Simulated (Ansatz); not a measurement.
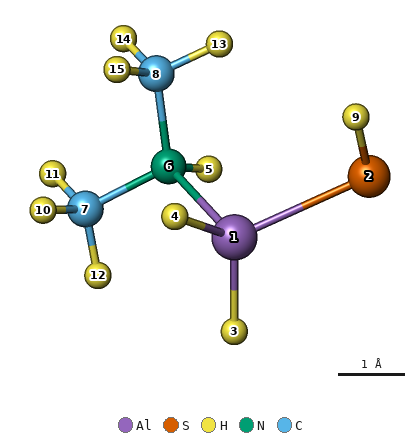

*The starting structure (ball-and-stick view, seen at a tilt; atoms are numbered from 1 in the order of the input). Sticks mark near contacts.*

# Nudged elastic band, with input and output: C$_{2}$H$_{10}$AlNS (part 1 of 2)

System: C$_{2}$H$_{10}$AlNS.
Method: UHF/6-31G* (Ansatz 0.2.0).

One setting was made poor on purpose. It belongs to a series of runs on one base structure; here: band between the two ends. Figures and captions count atoms from 1; the log counts them from 0 in places.

**The program's output**
```
Engine: ansatz 0.2.0, x86_64-unknown-linux-gnu
Functional definition: HF
  exchange = exact_x
  correlation = 0
1180 factors; integrals over basis functions are off by at most 5.0e-4 eV
mean field evaluation 1: about -21099.3731 eV, gradient 1.9e1 eV
mean field evaluation 2: about -21099.4608 eV, gradient 1.9e1 eV
mean field evaluation 4: about -21101.7740 eV, gradient 2.1e0 eV
mean field evaluation 8: about -21101.7984 eV, gradient 1.1e-1 eV
mean field -21101.79851879 eV, -775.4767922526 hartree, gradient 2.5e-5 eV, S^2 0.000000; 0 other end points of the search recorded, 0 dependent functions left out
the calculation of the forces begins
reference -21101.79851879 eV, -775.4767922526 hartree; 29, 29 occupied and 74, 74 virtual orbitals, 1180 factors
1180 factors; integrals over basis functions are off by at most 5.0e-4 eV
mean field evaluation 16: about -21100.1595 eV, gradient 3.2e0 eV
mean field -21100.22167228 eV, -775.4188442122 hartree, gradient 2.1e-5 eV, S^2 0.000000; 0 other end points of the search recorded, 0 dependent functions left out
[... from here on the field's lines of each further geometry are left out, up to the last ...]
NEB iter   1: max|band force component| = 4.517e0 eV/Å  barrier→ = 2.7800 eV  barrier← = 1.2032 eV  Δτ_max = 0.2000 Å  (356 SCF iters)
NEB iter   2: max|band force component| = 2.254e0 eV/Å  barrier→ = 2.2217 eV  barrier← = 0.6448 eV  Δτ_max = 0.2000 Å  (248 SCF iters)
NEB iter   3: max|band force component| = 3.331e0 eV/Å  barrier→ = 2.2127 eV  barrier← = 0.6359 eV  Δτ_max = 0.1002 Å  (246 SCF iters)
NEB iter   4: max|band force component| = 7.150e-1 eV/Å  barrier→ = 2.1248 eV  barrier← = 0.5479 eV  Δτ_max = 0.1985 Å  (250 SCF iters)
NEB iter   5: max|band force component| = 6.644e-1 eV/Å  barrier→ = 2.0563 eV  barrier← = 0.4795 eV  Δτ_max = 0.2000 Å  (240 SCF iters)
NEB iter   6: max|band force component| = 5.904e-1 eV/Å  barrier→ = 1.9641 eV  barrier← = 0.3872 eV  Δτ_max = 0.2000 Å  (248 SCF iters)
NEB iter   7: max|band force component| = 1.090e0 eV/Å  barrier→ = 1.9630 eV  barrier← = 0.3862 eV  Δτ_max = 0.1002 Å  (244 SCF iters)
NEB iter   8: max|band force component| = 1.435e0 eV/Å  barrier→ = 1.9293 eV  barrier← = 0.3525 eV  Δτ_max = 0.0503 Å  (243 SCF iters)
NEB iter   9: max|band force component| = 2.541e-1 eV/Å  barrier→ = 1.9316 eV  barrier← = 0.3547 eV  CI = image 5  Δτ_max = 0.1002 Å  (248 SCF iters)
NEB iter  10: max|band force component| = 4.078e-1 eV/Å  barrier→ = 1.9664 eV  barrier← = 0.3895 eV  CI = image 5  Δτ_max = 0.0498 Å  (231 SCF iters)
NEB iter  11: max|band force component| = 3.678e-1 eV/Å  barrier→ = 1.9891 eV  barrier← = 0.4122 eV  CI = image 5  Δτ_max = 0.0499 Å  (228 SCF iters)
NEB iter  12: max|band force component| = 5.466e-1 eV/Å  barrier→ = 2.0179 eV  barrier← = 0.4411 eV  CI = image 5  Δτ_max = 0.1011 Å  (238 SCF iters)
NEB iter  13: max|band force component| = 6.965e-1 eV/Å  barrier→ = 2.0646 eV  barrier← = 0.4878 eV  CI = image 5  Δτ_max = 0.1967 Å  (237 SCF iters)
NEB iter  14: max|band force component| = 1.161e0 eV/Å  barrier→ = 2.1829 eV  barrier← = 0.6061 eV  CI = image 5  Δτ_max = 0.1017 Å  (237 SCF iters)
NEB iter  15: max|band force component| = 1.094e0 eV/Å  barrier→ = 2.2580 eV  barrier← = 0.6811 eV  CI = image 5  Δτ_max = 0.2000 Å  (237 SCF iters)
NEB iter  16: max|band force component| = 1.068e0 eV/Å  barrier→ = 2.4277 eV  barrier← = 0.8509 eV  CI = image 5  Δτ_max = 0.1940 Å  (241 SCF iters)
NEB iter  17: max|band force component| = 7.820e-1 eV/Å  barrier→ = 2.2972 eV  barrier← = 0.7204 eV  CI = image 5  Δτ_max = 0.1753 Å  (234 SCF iters)
NEB iter  18: max|band force component| = 4.876e-1 eV/Å  barrier→ = 2.2432 eV  barrier← = 0.6663 eV  CI = image 5  Δτ_max = 0.1183 Å  (237 SCF iters)
NEB iter  19: max|band force component| = 3.747e-1 eV/Å  barrier→ = 2.2146 eV  barrier← = 0.6377 eV  CI = image 5  Δτ_max = 0.0532 Å  (231 SCF iters)
the calculation of the forces begins
reference -21100.20374799 eV, -775.4181855070 hartree; 29, 29 occupied and 74, 74 virtual orbitals, 1180 factors
1180 factors; integrals over basis functions are off by at most 5.0e-4 eV
mean field -21099.58563598 eV, -775.3954703094 hartree, gradient 1.3e-5 eV, S^2 0.000000; 1 other end points of the search recorded, 0 dependent functions left out
the calculation of the forces begins
reference -21099.58563598 eV, -775.3954703094 hartree; 29, 29 occupied and 74, 74 virtual orbitals, 1180 factors
NEB iter  20: max|band force component| = 1.971e-1 eV/Å  barrier→ = 2.2129 eV  barrier← = 0.6360 eV  CI = image 5  Δτ_max = 0.0000 Å  (507 SCF iters)
```

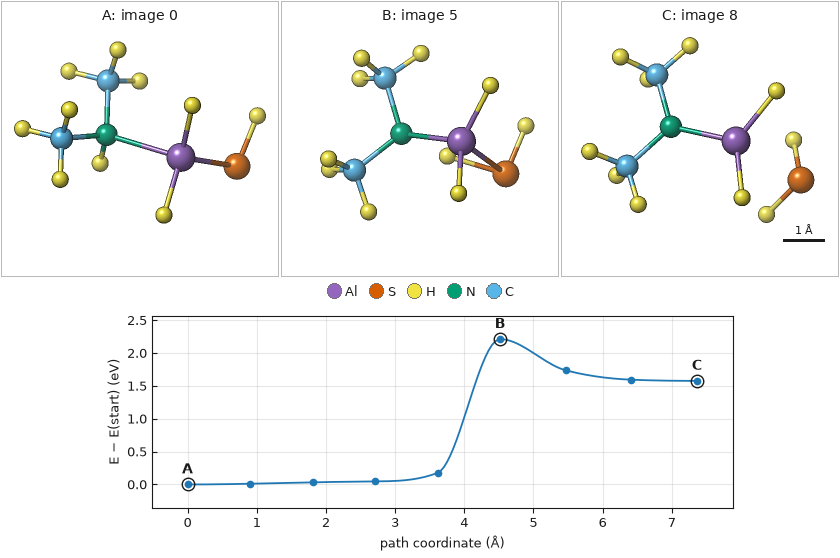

*Images of the last band (counted from 0; ball-and-stick, seen at a tilt) above the energy along the path; the line is a cubic interpolation that uses the forces.*

The highest image is number 5, 2.213 eV above the start and 0.636 eV above the end (the climbing image); the end lies 1.577 eV above the start. The path is 7.36 Å long. The band converged in 20 iterations.

```
Total energy: -21099.58563598 eV, -775.3954703094 hartree
Atom 0 at     0.484120    -1.509520    -0.497822 Å, force     0.025355    -0.074049    -0.110358 eV/Å
Atom 1 at     1.738664     0.118366    -2.035444 Å, force    -0.021738    -0.051490     0.104612 eV/Å
Atom 2 at    -0.471092    -2.353549    -1.438480 Å, force     0.018670     0.024954     0.010387 eV/Å
Atom 3 at     1.564811    -2.141025     0.475914 Å, force     0.003172     0.023172    -0.035567 eV/Å
Atom 4 at     0.744297     0.595718    -1.030242 Å, force     0.002247     0.006385    -0.020252 eV/Å
Atom 5 at    -0.241308     0.141135     0.094360 Å, force    -0.030178    -0.095257     0.163412 eV/Å
Atom 6 at    -1.642815     0.432634    -0.181879 Å, force     0.192368     0.087995    -0.013547 eV/Å
Atom 7 at     0.174648     0.620708     1.407525 Å, force    -0.078024     0.036692    -0.164472 eV/Å
Atom 8 at     2.809933     0.294009    -1.268449 Å, force    -0.012471     0.022475    -0.035114 eV/Å
Atom 9 at    -2.317746    -0.115040     0.474380 Å, force    -0.008322     0.008698    -0.005190 eV/Å
Atom 10 at    -1.838322     1.494769    -0.052639 Å, force    -0.054240    -0.021190    -0.027236 eV/Å
Atom 11 at    -1.877429     0.167575    -1.206406 Å, force    -0.067037    -0.002384     0.014432 eV/Å
Atom 12 at     1.240707     0.470452     1.535324 Å, force     0.005603     0.020263     0.050469 eV/Å
Atom 13 at    -0.033479     1.683725     1.507151 Å, force     0.025971    -0.013890     0.045216 eV/Å
Atom 14 at    -0.334989     0.100045     2.216709 Å, force    -0.001376     0.027625     0.023208 eV/Å
Dipole moment:    -0.085068     0.350573     0.355557 e Å
this run last wrote the band of iteration 20 to [file]
```

**The last band as extended XYZ (Å, eV, eV/Å)**
```
15
Properties=species:S:1:pos:R:3:forces:R:3 image=0 energy=-21101.79852
Al    0.6448   -1.2699   -0.8743    0.0040  -0.0124  -0.0031
S     2.6597   -0.4799   -1.5166   -0.0008  -0.0002   0.0119
H    -0.2953   -1.6015   -2.1185    0.0079   0.0063   0.0127
H     0.6518   -2.1849    0.4334   -0.0024   0.0063  -0.0102
H    -0.2309    1.0917   -0.8886   -0.0039  -0.0035   0.0046
N    -0.3282    0.4179   -0.1482    0.0022  -0.0041  -0.0021
C    -1.7641    0.1583    0.0531   -0.0054   0.0002   0.0065
C     0.3029    0.9796    1.0584    0.0114   0.0045   0.0146
H     3.3303   -0.7014   -0.3889   -0.0097   0.0005  -0.0109
H    -1.8797   -0.6121    0.8038    0.0034   0.0074  -0.0071
H    -2.2797    1.0538    0.3836    0.0064  -0.0021  -0.0013
H    -2.2000   -0.1880   -0.8726    0.0024  -0.0029   0.0000
H     1.3335    1.2223    0.8416   -0.0264  -0.0078   0.0063
H    -0.2167    1.8741    1.3864    0.0103  -0.0118  -0.0016
H     0.2715    0.2401    1.8474    0.0006   0.0196  -0.0204
15
Properties=species:S:1:pos:R:3:forces:R:3 image=1 energy=-21101.78752
Al    0.6727   -1.3166   -0.7891   -0.0016   0.0014  -0.0026
S     2.5131   -0.4368   -1.7612    0.0040   0.0006   0.0056
H    -0.3824   -1.8373   -1.8615    0.0012   0.0048  -0.0072
H     0.9253   -2.0985    0.5771   -0.0067  -0.0033  -0.0017
H    -0.0802    1.0747   -0.8148   -0.0031   0.0004  -0.0020
N    -0.2981    0.3957   -0.1056   -0.0004  -0.0003  -0.0021
C    -1.7613    0.2422   -0.0478   -0.0013  -0.0025   0.0023
C     0.2542    0.8881    1.1681    0.0020   0.0021  -0.0024
H     3.3459   -0.5063   -0.7268    0.0011  -0.0027   0.0087
H    -2.0073   -0.5397    0.6582    0.0019  -0.0021   0.0041
H    -2.2364    1.1649    0.2681   -0.0015  -0.0020   0.0034
H    -2.1314   -0.0412   -1.0216   -0.0029  -0.0025   0.0035
H     1.3204    1.0303    1.0653    0.0020   0.0031  -0.0060
H    -0.2064    1.8280    1.4531    0.0010   0.0014  -0.0021
H     0.0722    0.1526    1.9384    0.0043   0.0016  -0.0014
15
Properties=species:S:1:pos:R:3:forces:R:3 image=3 energy=-21101.75231
Al    0.7255   -1.3549   -0.6917   -0.0041   0.0073  -0.0003
S     2.0859   -0.4593   -2.2631    0.0050  -0.0046  -0.0031
H    -0.5060   -2.1418   -1.3199   -0.0007   0.0036   0.0001
H     1.4724   -1.8873    0.6108   -0.0019   0.0028   0.0014
H     0.2176    1.0823   -0.5584   -0.0065   0.0088  -0.0026
N    -0.2061    0.3813    0.0247    0.0145  -0.0032  -0.0028
C    -1.6584    0.4146   -0.2162   -0.0186   0.0010  -0.0053
C     0.1283    0.6953    1.4237    0.0019   0.0049   0.0137
H     3.1605   -0.2700   -1.5026    0.0091  -0.0085  -0.0027
H    -2.1322   -0.3765    0.3480    0.0056  -0.0030   0.0019
H    -2.0783    1.3685    0.0852   -0.0001  -0.0034   0.0037
H    -1.8534    0.2510   -1.2659    0.0002  -0.0013   0.0023
H     1.2019    0.7236    1.5412   -0.0019   0.0010  -0.0005
H    -0.2919    1.6517    1.7171   -0.0021  -0.0029  -0.0001
H    -0.2658   -0.0786    2.0672   -0.0005  -0.0026  -0.0057
15
Properties=species:S:1:pos:R:3:forces:R:3 image=4 energy=-21101.62105
Al    0.6760   -1.4683   -0.6977    0.2036   0.0645  -0.1930
S     1.9554   -0.2566   -2.1831    0.0306  -0.2507  -0.0145
H    -0.4886   -2.2747   -1.4186   -0.0134   0.0484   0.0149
H     1.4876   -2.0795    0.5263   -0.0449   0.0376   0.0417
H     0.3051    0.8340   -0.6000   -0.3146   0.1814   0.1447
N    -0.2091    0.2559    0.0472    0.2103  -0.0652  -0.0397
C    -1.6423    0.4472   -0.2020   -0.0767   0.0787  -0.0379
C     0.1834    0.6509    1.4059    0.0320   0.0104   0.0890
H     2.8804    0.1781   -1.3285    0.0333  -0.0768  -0.0277
H    -2.2189   -0.1799    0.4660    0.0648  -0.0060  -0.0181
H    -1.9111    1.4857   -0.0388   -0.1021  -0.0329   0.0056
H    -1.8728    0.1733   -1.2215    0.0015   0.0065   0.0082
H     1.2459    0.4994    1.5323   -0.0022   0.0241   0.0152
H    -0.0536    1.6948    1.5814   -0.0185  -0.0074   0.0585
H    -0.3375    0.0400    2.1312   -0.0039  -0.0127  -0.0469
15
Properties=species:S:1:pos:R:3:forces:R:3 image=5 energy=-21099.58564
Al    0.4841   -1.5095   -0.4978    0.0254  -0.0740  -0.1104
S     1.7387    0.1184   -2.0354   -0.0217  -0.0515   0.1046
H    -0.4711   -2.3535   -1.4385    0.0187   0.0250   0.0104
H     1.5648   -2.1410    0.4759    0.0032   0.0232  -0.0356
H     0.7443    0.5957   -1.0302    0.0022   0.0064  -0.0203
N    -0.2413    0.1411    0.0944   -0.0302  -0.0953   0.1634
C    -1.6428    0.4326   -0.1819    0.1924   0.0880  -0.0135
C     0.1746    0.6207    1.4075   -0.0780   0.0367  -0.1645
H     2.8099    0.2940   -1.2684   -0.0125   0.0225  -0.0351
H    -2.3177   -0.1150    0.4744   -0.0083   0.0087  -0.0052
H    -1.8383    1.4948   -0.0526   -0.0542  -0.0212  -0.0272
H    -1.8774    0.1676   -1.2064   -0.0670  -0.0024   0.0144
H     1.2407    0.4705    1.5353    0.0056   0.0203   0.0505
H    -0.0335    1.6837    1.5072    0.0260  -0.0139   0.0452
H    -0.3350    0.1000    2.2167   -0.0014   0.0276   0.0232
```
